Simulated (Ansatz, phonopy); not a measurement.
# AlNi (Pm-3m): thermal expansion from first principles, part 4 of 4

Wanted: α(T), C_P(T) and B(T) of AlNi in the quasi-harmonic approximation.

Experimental results on record:
- heat capacity C_P per formula unit 45.9 J/mol/K near room temperature (given in “High-Throughput Prediction of Finite-Temperature Properties using the Quasi-Harmonic Approximation”, 2016, arXiv:1603.06924)

Ansatz 0.2.0; DFT LDA, scalar-relativistic, plane waves, PAW (the session's first sound run).

So far, principal linear expansion coefficients at 298 K (× 1e-6/K): step 6 (phonons on strained cells, functional LDA, q-mesh 2×2×2) 12; step 7 (q-mesh 4×4×4) 12.4.

The database entry behind the starting cell differs from later determinations by our own check (about 0.2 % short), so it need not match the best structure at ambient conditions.

### 9. Phonons on strained cells, q-mesh 4×4×4 (run 2)

Level of this step: DFT PBE, scalar-relativistic, plane waves, PAW (Ansatz).

The study relaxes the crystal at several strains, solves the phonons on some of them and minimises the free energy at each temperature (static energy, vibrations, the electrons in a metal, and PV under a set pressure); the q-mesh sets how far the force constants reach.

Contents of input.yaml:

```yaml
crystal:
  lattice:
    - [2.8928579231, 0.0, 0.0]
    - [0.0, 2.8928579231, 0.0]
    - [0.0, 0.0, 2.8928579231]
  atoms:
    - { symbol: Al, position: [0.0, 0.0, 0.0] }
    - { symbol: Ni, position: [0.5, 0.5, 0.5] }
kpoints:
  mp_grid: { grid: [16, 16, 16] }
hamiltonian:
  xc: pbe
scf:
  occupations: { method: methfessel_paxton, width: 0.2 }
  lower_state_search: "off"
output:
  eigenvalues: true
phonons:
  method: dfpt
  qmesh: [4, 4, 4]
  temperatures: { t_max: 900.0, t_step: 50 }
  thermal_expansion: {}
```

Started as:

```
> ansatz run input.yaml --threads 8 --pin off --max-ram 16384MiB --backend cpu --events-out ev --progress --plain --runs-dir out
```

Numbers of over 12 decimals in the logs are rounded to 6 here.

The log of the run:

```text
[...]
Crystal: 2 atoms, lattice volume = 24.209 Å³
Basis set: ecut = 487.2 eV, 619 PW (Γ), exchange–correlation on 48×48×48 points (8 copies of the dense FFT grid, shifted against one another)
Bands: 15, of which v1, the nominal top of the filled ones, is band 11 counted from 1 (10 counted from 0)
Symmetry: 48 space group operations
[...]
k-points: 165 of 4096
[...]
900.00    2.93636    2.93636    2.93636    25.3180 |   19.17   19.17   19.17   57.52 |   50.90 |    56.994    51.379 |   123.68   137.19
[...]
vibrations' free energy: its fit leaves 0.0001 meV an atom at the most
[...]
free energies summed between the sampled wave vectors
[...]
eigensolver_not_converged in the phonons of 3 cells: 5, 6, 8
[key lines of the parts left out:]
SCF converged after 7 iterations
Free energy (F): -6378.532537 eV
Fermi energy:    13.773344 eV
P = ⅓ Tr σ = -0.0001 GPa (-0.001 kbar)
```

Wall time 20 min (8 threads of Arm Neoverse V2, shared host); peak memory 2.8 GiB; 2.5 h of CPU time.

Changing the level of theory (LDA → PBE) takes the volume expansion at 298 K from 37.3 to 42.2 × 10⁻⁶/K and B_T from 175 to 148 GPa.

### 10. Comparing the runs

Times are for 8 threads of Arm Neoverse V2, shared host. The series side by side:

| no. | functional | cutoff (eV) | k-mesh | q-mesh | method | pressure (GPa) | volume expansion coefficient at 298 K (1e-6/K) | C_P at 298 K (J/mol-atom/K) | isothermal bulk modulus at 298 K (GPa) | time | memory (GiB) |
| --- | --- | --- | --- | --- | --- | --- | --- | --- | --- | --- | --- |
| 1 | lda | 487.2 | 16×16×16 | 2×2×2 | dfpt | 0 | 35.99 | 22.91 | 175.3 | 3 min | 1.3 |
| 2 | lda | 487.2 | 16×16×16 | 4×4×4 | dfpt | 0 | 37.32 | 23.00 | 174.6 | 16 min | 2.7 |
| 3 | pbe | 487.2 | 16×16×16 | 4×4×4 | dfpt | 0 | 42.20 | 23.41 | 148.4 | 20 min | 2.8 |

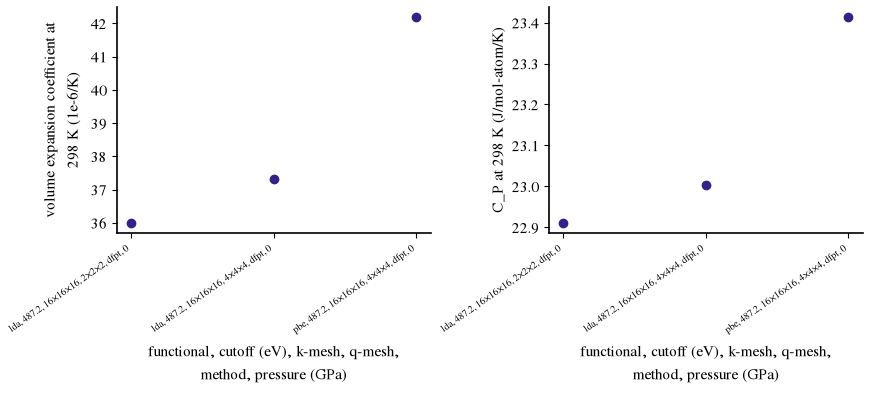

The series as plots.

The runs together, line volume. Expansion coefficient, volume against temperature; values in 1e-6/K:

```
temperature (K)  lda, 487.2, 16×16×16, 2×2×2, dfpt, 0  lda, 487.2, 16×16×16, 4×4×4, dfpt, 0  pbe, 487.2, 16×16×16, 4×4×4, dfpt, 0
              0                                     0                                     0                                     0
             50                                  4.96                                  6.19                                  7.87
            100                                  17.4                                  18.8                                  22.3
            150                                  25.8                                  27.2                                  31.4
            200                                  30.8                                  32.1                                  36.7
            250                                  34.0                                  35.2                                  40.0
            298                                  36.0                                  37.3                                  42.2
            300                                  36.1                                  37.4                                  42.3
            350                                  37.6                                  39.0                                  44.0
            400                                  38.8                                  40.3                                  45.5
            450                                  39.9                                  41.4                                  46.8
            500                                  40.8                                  42.4                                  47.9
            550                                  41.7                                  43.4                                  49.1
            600                                  42.5                                  44.3                                  50.2
            650                                  43.3                                  45.2                                  51.3
            700                                  44.1                                  46.1                                  52.5
            750                                  44.9                                  47.0                                  53.7
            800                                  45.7                                  47.9                                  54.9
            850                                  46.5                                  48.9                                  56.2
            900                                  47.4                                  49.9                                  57.5
```

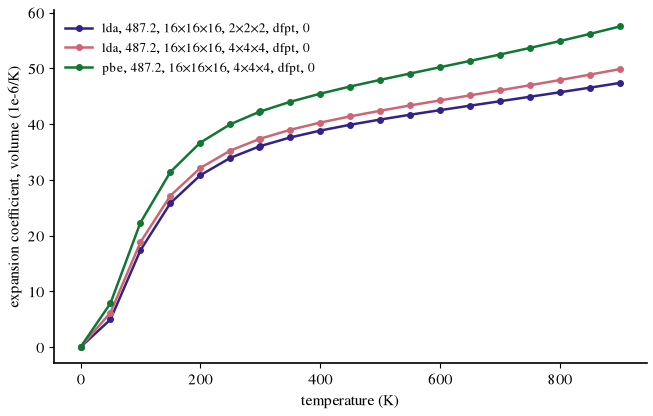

Expansion coefficient, volume, plotted against temperature.

The runs together, line C_P. The heat capacity, C_P by temperature; values in J/mol-atom/K:

```
temperature (K)  lda, 487.2, 16×16×16, 2×2×2, dfpt, 0  lda, 487.2, 16×16×16, 4×4×4, dfpt, 0  pbe, 487.2, 16×16×16, 4×4×4, dfpt, 0
              0                                     0                                     0                                     0
             50                                  3.22                                  3.76                                  4.30
            100                                  11.1                                  11.5                                  12.4
            150                                  16.6                                  16.8                                  17.6
            200                                  19.8                                  19.9                                  20.5
            250                                  21.7                                  21.8                                  22.3
            298                                  22.9                                  23.0                                  23.4
            300                                  22.9                                  23.0                                  23.4
            350                                  23.8                                  23.9                                  24.3
            400                                  24.4                                  24.5                                  24.9
            450                                  25.0                                  25.0                                  25.4
            500                                  25.4                                  25.5                                  25.8
            550                                  25.7                                  25.8                                  26.2
            600                                  26.1                                  26.2                                  26.5
            650                                  26.4                                  26.5                                  26.9
            700                                  26.6                                  26.8                                  27.2
            750                                  26.9                                  27.1                                  27.5
            800                                  27.2                                  27.4                                  27.8
            850                                  27.5                                  27.6                                  28.2
            900                                  27.7                                  27.9                                  28.5
```

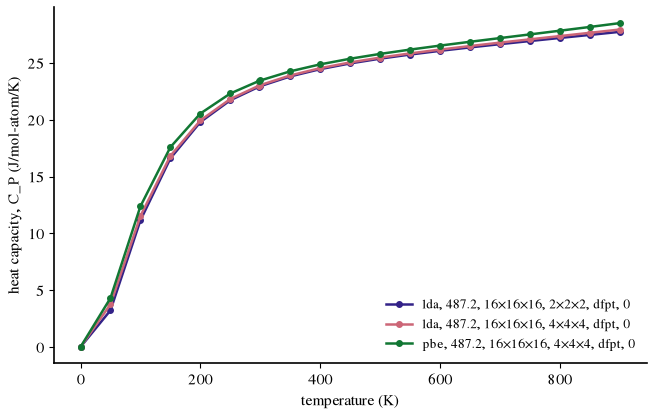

Heat capacity, C_P, plotted against temperature.

### 11. Free-energy fit

This step: DFT PBE, scalar-relativistic, plane waves, PAW (phonopy 4.10.0).

Numbers from this step:

* volume expansion coefficient at 300 K: 42.19 1e-6/K
* isothermal bulk modulus at 300 K: 148.3 GPa
* C_P at 300 K: 23.50 J/mol-atom/K
* Grüneisen parameter at 300 K: 2.052

Table of energy (each curve on its own zero) by volume; values in meV/atom:

```csv
volume (Å³/atom),static,F at 0 K,F at 300 K,F at 900 K
12.107,0,2.1,4.6,12.8
12.290,1.37,2.27,3.4,7.05
12.344,2.27,2.81,3.53,5.82
12.585,8.84,7.84,6.67,2.8
12.831,19.5,17.0,13.8,3.5
```

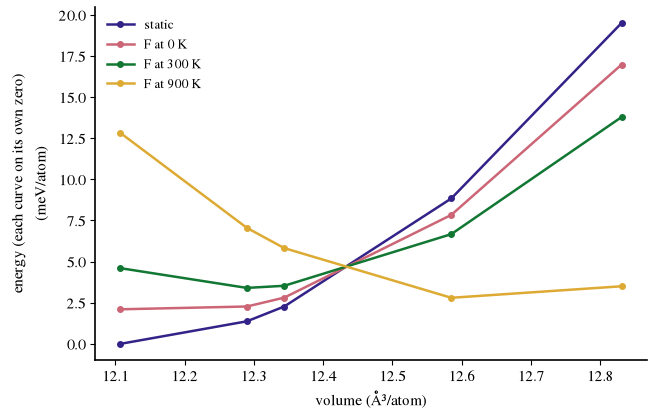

Energy (each curve on its own zero) against volume.

Phonopy-qha, vinet fit of F(V) at each temperature. Qha vinet, by row:

| T (K) | fitted volume (Å³/atom) | alpha_V (1e-6/K) | B_T (GPa) | C_P (J/mol-atom/K) | Grueneisen |
| --- | --- | --- | --- | --- | --- |
| 100 | 12.2 | 21.41 | 155 | 12.04 | 1.994 |
| 150 | 12.21 | 30.8 | 153.5 | 17.5 | 2.014 |
| 200 | 12.23 | 36.38 | 151.9 | 20.56 | 2.031 |
| 250 | 12.26 | 39.83 | 150.1 | 22.36 | 2.043 |
| 300 | 12.28 | 42.19 | 148.3 | 23.5 | 2.052 |
| 350 | 12.31 | 43.97 | 146.5 | 24.31 | 2.061 |
| 400 | 12.34 | 45.44 | 144.6 | 24.91 | 2.071 |
| 450 | 12.37 | 46.74 | 142.7 | 25.4 | 2.081 |
| 500 | 12.4 | 47.93 | 140.7 | 25.82 | 2.092 |
| 550 | 12.43 | 49.08 | 138.7 | 26.2 | 2.104 |
| 600 | 12.46 | 50.21 | 136.7 | 26.54 | 2.115 |
| 650 | 12.49 | 51.35 | 134.6 | 26.88 | 2.128 |
| 700 | 12.52 | 52.5 | 132.5 | 27.2 | 2.141 |
| 750 | 12.55 | 53.69 | 130.4 | 27.52 | 2.154 |
| 800 | 12.59 | 54.91 | 128.2 | 27.84 | 2.168 |
| 850 | 12.62 | 56.19 | 126 | 28.17 | 2.182 |

Table of volume expansion coefficient by temperature; values in 1e-6/K:

| temperature (K) | phonopy-qha, Vinet | Ansatz's own study |
| --- | --- | --- |
| 100 | 21.4 | 22.3 |
| 150 | 30.8 | 31.4 |
| 200 | 36.4 | 36.7 |
| 250 | 39.8 | 40.0 |
| 300 | 42.2 | 42.3 |
| 350 | 44.0 | 44.0 |
| 400 | 45.4 | 45.5 |
| 450 | 46.7 | 46.8 |
| 500 | 47.9 | 47.9 |
| 550 | 49.1 | 49.1 |
| 600 | 50.2 | 50.2 |
| 650 | 51.4 | 51.3 |
| 700 | 52.5 | 52.5 |
| 750 | 53.7 | 53.7 |
| 800 | 54.9 | 54.9 |
| 850 | 56.2 | 56.2 |

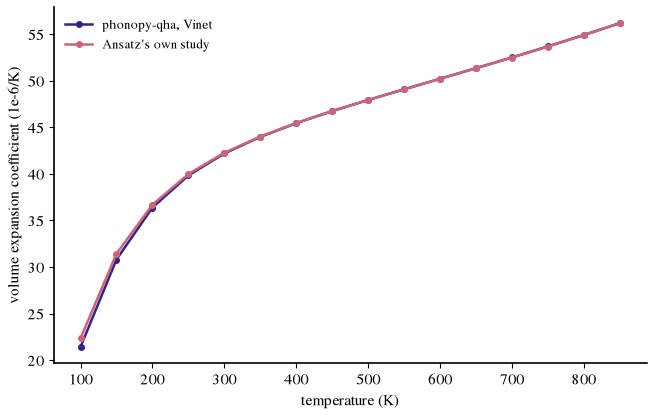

Volume expansion coefficient, plotted against temperature.

The fit gives a volume expansion of 42.2 × 10⁻⁶/K at 300 K, against 42.2 at 298 K from the study itself, whose static fit uses more cells.

### 12. Summary of results

```json
{
 "settings of these figures": "PBE, 487.2 eV, k 16×16×16, q 4×4×4",
 "volume expansion coefficient at 298 K": "42.20 1e-6/K",
 "C_P at 298 K": "23.41 J/mol-atom/K",
 "entropy at 298 K": "27.62 J/mol-atom/K",
 "isothermal bulk modulus at 298 K": "148.4 GPa",
 "Grüneisen parameter at 298 K": "2.029",
 "volume at 298 K": "12.28 Å³/atom",
 "principal linear expansion coefficients at 298 K": "14.07, 14.07, 14.07 1e-6/K"
}
```

**Reading.** Near room temperature AlNi expands by 42.2 × 10⁻⁶/K in volume by PBE, with C_P = 23.4 J/(mol K) per mole of atoms and B_T = 148 GPa. C_P at room temperature is 94 % of the classical 3R an atom; C_V is 92 %, and the rest is expansion work. In this metal the study includes the electrons' free energy, which adds a term that grows with temperature, so the heat capacities need not level off at 3R. The log notes that a few bands missed the eigensolver's threshold in the phonon runs. A measured heat capacity per formula unit near room temperature is 45.9 J/mol/K (arXiv:1603.06924); the calculated 46.8 J/mol/K differs by +2 %. The levels of theory differ by up to 4.9 × 10⁻⁶/K in the volume expansion at 298 K. The run has no spin polarisation although the cell holds an element with an open d or f shell; a magnetic state could change the volume and the force constants.

[Logs are printed without paths, hosts, clocks, repeated set-up lines and the standing remarks that a program may print on its own settings, such as how far it seeks lower states.]

[Hosts, paths, dates, database ids (printed as entryN), source tags and the programs' standing remarks are cut or masked in the printed files.]

[A step with changed settings may run another functional than the one named; its input shows which.]
